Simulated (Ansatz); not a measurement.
# Ga2SbN (ordered alloy on zincblende lattice): the dielectric function from several functionals, part 2 of 2

Aim: the dielectric function of Ga2SbN (ordered alloy on zincblende lattice) in the independent-particle picture, and how it depends on the functional. The runs, in order: optics with PBE on 6×6×4; optics with r2SCAN on 6×6×4; optics with LDA on 6×6×4.

Ansatz 0.2.0; plane waves, PAW; no local fields, no excitons; no spin-orbit coupling unless a run is so named. The steps go on from the part before.

### 4 Optics, LDA

Contents of input.yaml:

```yaml
crystal:
  lattice:
    - [3.5796136366, 0.0, 0.0]
    - [0.0, 3.5796136366, 0.0]
    - [0.0, 0.0, 5.8943730514]
  atoms:
    - { symbol: "N", position: [0.0, 0.0, 0.0] }
    - { symbol: Ga, position: [0.0, 0.5, 0.837490526] }
    - { symbol: Sb, position: [0.5, 0.5, 0.5] }
    - { symbol: Ga, position: [0.5, 0.0, 0.162509474] }
kpoints:
  mp_grid: { grid: [6, 6, 4] }
hamiltonian:
  xc: lda
scf:
  occupations: { method: fermi_dirac, width: 0.02 }
output:
  optics: { e_range: [0, 12], de: 0.05, sigma: 0.1, bands: auto }
```

The run is started by

```
ansatz run input.yaml --threads 4 --pin off --max-ram 3686MiB --backend cpu --events-out ev --progress --plain --runs-dir out
```

The program printed:

```text
Warning: RAYON_NUM_THREADS=4 ignored (pool sized by the plan → 4); use --threads N
Engine: ansatz 0.2.0, x86_64-unknown-linux-gnu
Pseudopotentials: kind: paw
Pseudopotential: N, paw, valence charge 5, recommended cutoff 420 eV (normal), N.paw.azcp
Pseudopotential: Ga, paw, valence charge 13, recommended cutoff 420 eV (normal), Ga.paw.azcp
Pseudopotential: Sb, paw, valence charge 15, recommended cutoff 420 eV (normal), Sb.paw.azcp
Functional definition: SPW92
  exchange = slater_x
  correlation = pw_c
Crystal: 4 atoms, lattice volume = 75.528 Å³
Basis set: ecut = 420 eV, 1487 PW (Γ)
Bands: 28, of which v1, the nominal top of the filled ones, is band 23 counted from 1 (22 counted from 0)
Symmetry: 8 space group operations
Space group: P-4m2 (ITA 115), of the structure as read, at distance tolerance 4.2e-5 Å
k-points: 30 of 144 (time reversal used)
Non-local potential: N, projectors of the file, l = 0: 2, l = 1: 2, l = 2: 1
Non-local potential: Ga, projectors of the file, l = 0: 2, l = 1: 2, l = 2: 3, l = 3: 1
Non-local potential: Sb, projectors of the file, l = 0: 2, l = 1: 2, l = 2: 2, l = 3: 2
PAW form: soft (Blöchl's): semilocal exchange-correlation on the pseudo side does not see the compensation charge
PAW frozen core: N, regenerated for the run's functional, and the local potential with it (the file was generated under x = pbe(κ = 0.804, μ = 0.2195149727645171), c = pbe(β = 0.06672455060314922))
PAW frozen core: Ga, regenerated for the run's functional, and the local potential with it (the file was generated under x = pbe(κ = 0.804, μ = 0.2195149727645171), c = pbe(β = 0.06672455060314922))
PAW frozen core: Sb, regenerated for the run's functional, and the local potential with it (the file was generated under x = pbe(κ = 0.804, μ = 0.2195149727645171), c = pbe(β = 0.06672455060314922))
PAW one-centre angular grid: N, 110 points (default); XC on 64 Gauss nodes
PAW one-centre angular grid: Ga, 590 points (default); XC on 64 Gauss nodes
PAW one-centre angular grid: Sb, 590 points (default); XC on 64 Gauss nodes
Initial density: superposition of atomic densities (neutral atoms: chi_scale 0, normalization atom), corrected by the library's trained network
Initial wavefunctions: pseudopotential atomic-orbital guess
Functional: x = slater, c = lda
SCF iter   1: F=—  HF=-14123.298833 eV  |F-HF|=—  |Δ(HF+E_count)|=         —  Δρ=1.14e-2  dr2=9.67e-2  ethr=1.77e-3  ⟨swp⟩=6.2  Hψ=3947  notcnv=0
preconditioner: auto → Resta (q_TF=auto, 2.512 Å⁻¹)  ε∞=3.5  [insulator: Δε(μ)=0.078 eV  Ē_g=18.294 eV  σ=0.020 eV  W_gap=0.67  n_scr=20 (ndim 8)  ℏωp=29.0 eV  f_vac=0.008  D(μ)=1.15/eV (n_scr^D=2)  ε∞_Penn≈3.5]
SCF iter   2: F=—  HF=-14123.278285 eV  |F-HF|=—  |Δ(HF+E_count)|=   2.05e-2  Δρ=4.74e-3  dr2=1.59e-2  ethr=2.10e-4  ⟨swp⟩=2.0  Hψ=1232  notcnv=0  defer=18
SCF iter   3: F=—  HF=-14123.275071 eV  |F-HF|=—  |Δ(HF+E_count)|=   3.21e-3  Δρ=1.12e-3  dr2=3.99e-4  ethr=3.45e-5  ⟨swp⟩=2.0  Hψ=1156  notcnv=0  defer=20
SCF iter   4: F=—  HF=-14123.274926 eV  |F-HF|=—  |Δ(HF+E_count)|=   1.45e-4  Δρ=3.61e-4  dr2=6.99e-5  ethr=8.67e-7  ⟨swp⟩=2.0  Hψ=1338  notcnv=0  defer=20
SCF iter   5: F=—  HF=-14123.274903 eV  |F-HF|=—  |Δ(HF+E_count)|=   2.29e-5  Δρ=8.65e-5  dr2=4.60e-6  ethr=1.52e-7  ⟨swp⟩=2.0  Hψ=1325  notcnv=0  defer=20
SCF iter   6: F=—  HF=-14123.274902 eV  |F-HF|=—  |Δ(HF+E_count)|=   6.17e-7  Δρ=2.46e-5  dr2=4.71e-7  ethr=1.00e-8  ⟨swp⟩=2.0  Hψ=1386  notcnv=0  defer=20
SCF iter   7: F=—  HF=-14123.274902 eV  |F-HF|=—  |Δ(HF+E_count)|=   1.19e-7  Δρ=5.73e-6  dr2=2.60e-8  ethr=1.02e-9  ⟨swp⟩=2.0  Hψ=1014  notcnv=0  defer=20
SCF iter   8: F=—  HF=-14123.274902 eV  |F-HF|=—  |Δ(HF+E_count)|=   1.84e-9  Δρ=7.41e-7  dr2=5.01e-10  ethr=5.65e-11  ⟨swp⟩=2.0  Hψ=1508  notcnv=0  defer=20
SCF iter   9: F=-14123.274902 eV  HF=-14123.274902 eV  |F-HF|=3.64e-12  |Δ(HF+E_count)|=  9.28e-11  Δρ=1.00e-7  dr2=9.03e-12  ethr=1.00e-12  ⟨swp⟩=4.5  Hψ=2956  notcnv=0
SCF 1 converged in 9 iterations: F = -14123.274902 eV  dr2 = 9.03e-12
NSCF: frozen V_eff on 30 k-points
Optics k sum: 0 of 30 k-points
[...]
output.optics: what the bands over the 108 summed would add to eps1, eps2 and the energy-loss function is held between a lower and an upper bound (5 Lanczos steps). eps1, eps2 and their loss function (loss_summed_bands) are given on every row as the summed bands alone make them. Along an axis, on a row where the two bounds hold the loss function to about 1 % of the greater of itself and 0.5 % of |1/eps|, its cell (loss_completed) is given, with the completed eps1 and eps2 that it is formed of (a cell that is left empty reads nan in the table and null in the record). The two bounds hold it so along every axis on all 240 rows up to 12.000 eV. The run works to bound the rows up to 37.755 eV and no higher ones: a peak of the loss function over that energy may be left empty with no warning. To have the run work for it, set output.optics.bands.spectra_wanted_up_to to a higher energy. perfect_screening_sum, loss_f_sum_n_eff and, beside carriers, perfect_screening_limit are those of loss_summed_bands: over the bounded function the two sums would run over rows that are not all bounded, and lack what the bands left out lay past the top of the energy grid. Bounded is said of the bands left out alone, which are those that the basis at basis.ecutwfc holds: it says nothing of that cutoff, of the k-point mesh, of what the sum inside its cells errs by (eps2_relative_error), of the factors of all_electron_strengths, nor of how far the SCF is converged. The bands left out are taken at the k-points, and what their mean over the points' cells stands off that by is in neither bound: the run's estimate of it, which the test of a row counts in, is 0.01 % of |eps| at the most among the values given; where the mean stood off by over 0.5 % the points' spread read 0.1 to 3 times that
SCF converged after 9 iterations
Free energy (F): -14123.274902 eV
Harris-Foulkes:  -14123.274902 eV  (|F-HF|=3.64e-12)
Internal energy: -14123.273451 eV  (E = F + TS)
E sigma→0 (E₀):  -14123.274177 eV
Entropy (-TS):   -0.001451 eV (-0.363 meV/atom)
Fermi energy:    9.624535 eV
--- Per-component energies (eV) ---
  E_band       = -263.505820
  E_kinetic    = 567.697708
  E_local      = -5683.593873  (includes V_loc(G=0)·N_el)
  E_nonlocal   = 1269.407766
  E_hartree    = 2609.466362
  E_xc         = -333.782812
  E_vxc        = -289.040093  (∫ρ·V_xc dr)
  E_paw        = -8372.170702  (= ΣΔE_a)
  E_vpaw       = -1346.910042  (= ΣTr[D̂ρ^β])
  E_aug_tail   = -0.000132  (compensation charges beyond the density's cutoff)
  E_ewald      = -4184.393595
  E_core_change = 4.095827  (= ΣΔE_core)
  E_smearing   = -0.001451  (= −TS)
  E_closure    = 0.000000  (closes the sum)
  Σ components = -14123.274902   (vs F -14123.274902, Δ=0.00e0)
--- Band table (eV; the first three rows and the last of 30) ---
  k-point 0: bands = ["-19.4968", "-19.4717", "-19.4717", "-19.4695", "-19.4501", "-7.1782", "-6.0529", "-6.0529", "-6.0173", "-5.9965", "-5.9433", "-5.9261", "-5.9200", "-5.9200", "-5.8545", "-5.2453", "-1.5483", "1.7270", "5.1692", "5.1692", "7.0922", "7.9275", "10.3260", "10.3260", "11.7754", "12.8792", "14.4274", "14.4274"]
  k-point 1: bands = ["-19.4968", "-19.4716", "-19.4716", "-19.4694", "-19.4501", "-7.1737", "-6.0494", "-6.0494", "-6.0157", "-6.0046", "-5.9414", "-5.9263", "-5.9241", "-5.9241", "-5.8543", "-5.1829", "-1.8953", "2.4390", "5.2078", "5.2078", "5.9469", "8.9229", "10.1046", "10.1046", "11.5970", "13.0052", "14.3809", "14.8261"]
  k-point 2: bands = ["-19.4968", "-19.4716", "-19.4716", "-19.4694", "-19.4501", "-7.1693", "-6.0457", "-6.0457", "-6.0151", "-6.0101", "-5.9406", "-5.9285", "-5.9285", "-5.9264", "-5.8541", "-5.1146", "-2.1892", "3.4361", "4.8458", "5.2477", "5.2477", "9.7423", "9.9047", "9.9047", "11.0668", "13.4810", "14.2978", "14.5881"]
  k-point 29: bands = ["-19.4831", "-19.4831", "-19.4713", "-19.4494", "-19.4362", "-6.9111", "-6.0799", "-6.0130", "-6.0078", "-6.0078", "-5.9217", "-5.9217", "-5.8773", "-5.8773", "-5.8589", "-4.1374", "1.0363", "2.0672", "2.0672", "5.0989", "5.2994", "5.2994", "5.3887", "11.7075", "11.7075", "12.3095", "12.9135", "13.7674"]
```

It took 2.5 min on 4 threads of Intel Xeon Platinum 8488C (Sapphire Rapids), shared host; peak memory 1.2 GiB.

From the head of optics.tsv:

```
# eps2_relative_error = 0.0035
# drude_weight_relative_error = 0.0944
# drude_damping_ev = 0e0
# drude_plasma_energy_squared_ev2(xx yy zz xy xz yz) = 36.878160 36.878160 19.392213 0.000000 -0.000000 0.000000
# drude_plasma_energy_ev(xx yy zz) = 6.072739 6.072739 4.403659
# f_sum_n_eff(xx yy zz) = 32.854531 32.854531 32.807596 of n_electrons = 46.000000
# n_bands = 108
# n_bands_set_by = photon_energy
# valid_up_to_ev = 50.908461
```

The dielectric function from optics.tsv (yy equals xx), one row in 15 (narrow peaks fall between the rows):

```csv
E (eV),ε₂ xx,ε₂ zz,ε₁ xx,ε₁ zz
0.05,62.93,14.14,-14501.00,-7673.00
0.80,18.08,6.38,-90.64,-22.95
1.55,2.69,4.39,-16.03,8.69
2.30,4.90,11.99,-2.98,7.48
3.05,4.87,14.50,1.25,8.54
3.80,6.33,12.94,2.53,0.78
4.55,10.55,16.85,1.28,-2.54
5.30,6.15,8.85,-1.72,-6.78
6.05,5.93,6.12,-1.05,-6.55
6.80,6.13,3.87,-1.26,-5.09
7.55,4.55,1.78,-2.31,-3.29
8.30,3.57,1.57,-2.58,-2.53
9.05,2.77,1.30,-2.25,-1.70
9.80,1.74,0.99,-1.77,-1.26
10.55,1.52,1.09,-1.37,-0.95
11.30,1.25,1.02,-1.18,-0.67
```

Tallest peaks of ε₂ (mean of the periodic axes): 129.3 at 0.20 eV. The bands are partly filled, so the low end hangs on the mesh and the damping.

### 5 Comparison

| level | mesh | tallest peak of ε₂ | time |
| --- | --- | --- | --- |
| PBE | 6×6×4 | 131.4 at 0.25 eV | 2.7 min |
| r2SCAN | 6×6×4 | 141.1 at 0.20 eV | 3.1 min |
| LDA | 6×6×4 | 129.3 at 0.20 eV | 2.5 min |

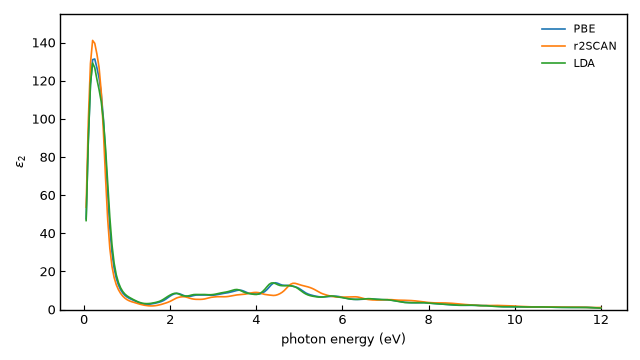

ε₂ by level, mean of the periodic axes.

### 6 Outcome

What follows sums up all 2 parts.

| quantity | value |
| --- | --- |
| tallest peak of ε₂, PBE | 131.4 at 0.25 eV |
| tallest peak of ε₂, r2SCAN | 141.1 at 0.20 eV |
| tallest peak of ε₂, LDA | 129.3 at 0.20 eV |

The bands overlap (by 1.8 to 1.9 eV on the mesh), so no ε∞ is quoted there; free carriers add a Drude term, which without damping shows in ε₁ alone. For such bands the peaks and the Drude weight on a 6×6×4 mesh aren't converged.
